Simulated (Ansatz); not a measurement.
## Electronic structure of C2H4BClSi (SMILES [SiH3]C1=C(Cl)B1) in real space

Input file:

```
crystal:
  periodic: [false, false, false]
  atoms:
    - {symbol: Si, position_ang: [-1.446393, 0.177865, -0.414094]}
    - {symbol: C, position_ang: [0.283553, -0.035101, 0.210966]}
    - {symbol: C, position_ang: [1.561609, -0.220104, -0.173634]}
    - {symbol: Cl, position_ang: [2.426593, -0.383875, -1.615452]}
    - {symbol: B, position_ang: [1.337322, -0.142949, 1.261821]}
    - {symbol: H, position_ang: [-1.957765, 1.484938, 0.068259]}
    - {symbol: H, position_ang: [-1.492688, 0.137492, -1.896978]}
    - {symbol: H, position_ang: [-2.280468, -0.915647, 0.143713]}
    - {symbol: H, position_ang: [1.656840, -0.148920, 2.398397]}
basis:
  gaussian: {orbitals: def2-TZVPP}
hamiltonian: {xc: pbe0, dispersion: d4}
output: {orbitals: {seedname: orbitals}}
```

Run with:

```sh
ansatz run in.yaml --threads 2 --pin off --events-out ev --progress --plain --max-ram 4352MiB
```

Geometry: PBE0-D4/def2-TZVP.

All numbers below come from Ansatz 0.2.0, RKS PBE0-D4/def2-TZVPP.

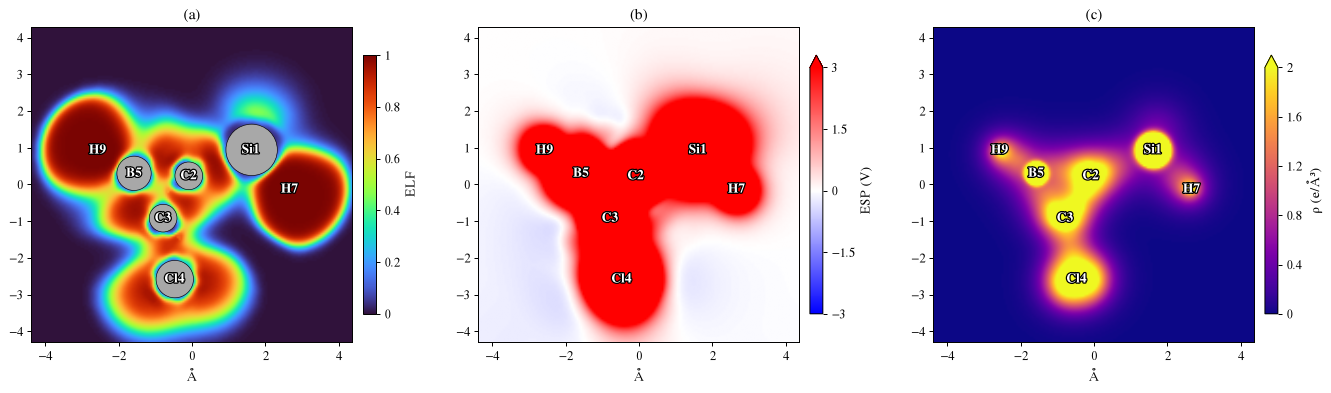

Figure 1. (a) electron localisation function; (b) molecular electrostatic potential; (c) total electron density on the plane of atoms Si1, C2 and B5. Grey discs cover the atomic cores in the ELF map.

Read the bonding off the picture.

- Atoms in the plane: Si, C, Cl, B and H.
- C–C (1.35 Å): ρ at the midpoint is about 2.2 e/Å³; the ELF peaks at about 0.85 between the atoms, as expected for localised, covalent bonding.
- C–B (1.45 Å): ρ at the midpoint is about 1.5 e/Å³; the ELF peaks at about 0.80 between the atoms: a covalent bond.
- C–Cl (1.69 Å): ρ at the midpoint is about 1.6 e/Å³; the ELF peaks at about 0.90 between the atoms, as expected for a covalent bond.
- C–Si (1.85 Å): the density is about 0.96 e/Å³ at the midpoint; the ELF peaks at about 0.95 between the atoms: localised, covalent bonding.
- B–H (1.18 Å): ρ is about 1.3 e/Å³ halfway; the ELF climbs to about 1 towards the hydrogen, as it does in any bond to H: a covalent bond by its length.
- The ELF also peaks beside Cl4, away from the bonds: lone-pair regions.
- Outside the dense part of the molecule the potential is most negative (−0.4 V) near C3.

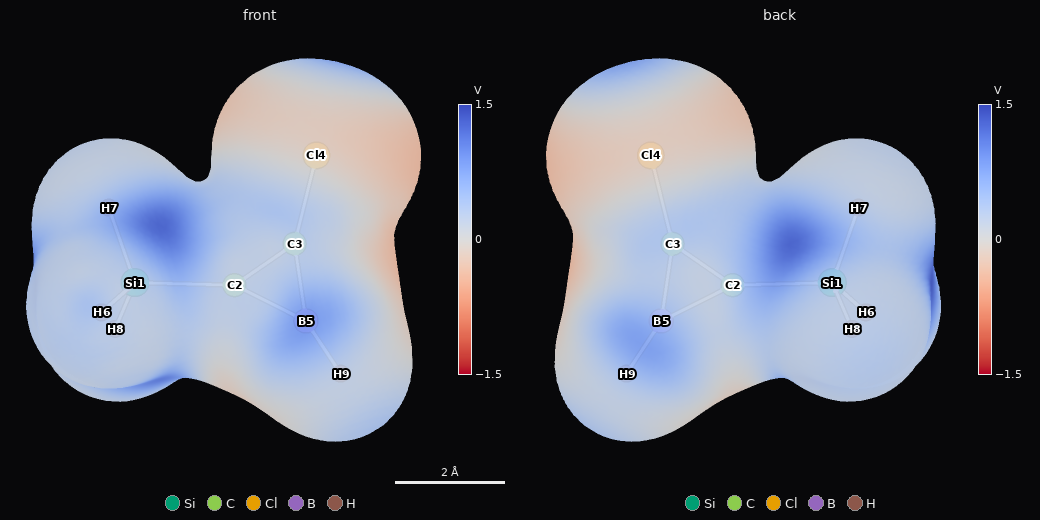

Figure 2. The molecular electrostatic potential painted on the density surface at 0.002 e/bohr³, seen from the front and from behind; the colour scale runs from red (negative) to blue (positive).

Describe the electrostatic potential map.

The most negative region (about −0.4 V, or −9 kcal/mol for a unit charge) lies over C3 and Cl4, the most positive (about +1.3 V, or +30 kcal/mol for a unit charge) over Si1. Cl4 shows a σ-hole: about +0.7 V, or +16 kcal/mol for a unit charge at the tip opposite its bond, against about −0.2 V on its flanks.

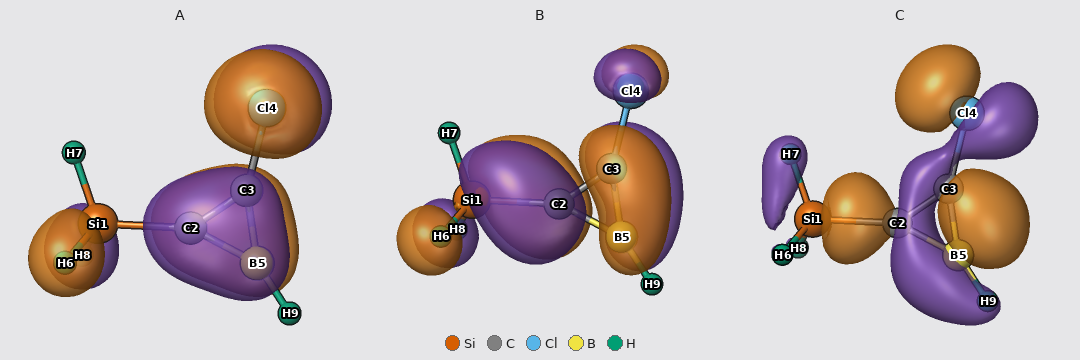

Figure 3. Three frontier orbitals at ±0.08 Å⁻³ᐟ² (orange and purple are the two phases), in no order.

Order the three orbitals by energy and name them.

A is the HOMO−1 (−8.68 eV). By Hirshfeld shares it lies mainly on Cl4 (about 40 %), C2 (about 20 %), C3 (about 15 %) and B5 (about 10 %). C is the HOMO (−7.91 eV). It lies mainly on Cl4 (about 30 %), C3 (about 25 %), B5 (about 20 %), C2 (about 15 %) and Si1 (about 10 %). B is the LUMO (−1.13 eV). Its weight (Hirshfeld) is mainly on C2 (about 30 %), C3 (about 20 %), Si1 (about 20 %), B5 (about 15 %) and Cl4 (about 5 %).

What is the HOMO–LUMO gap?

6.78 eV between the orbital energies.
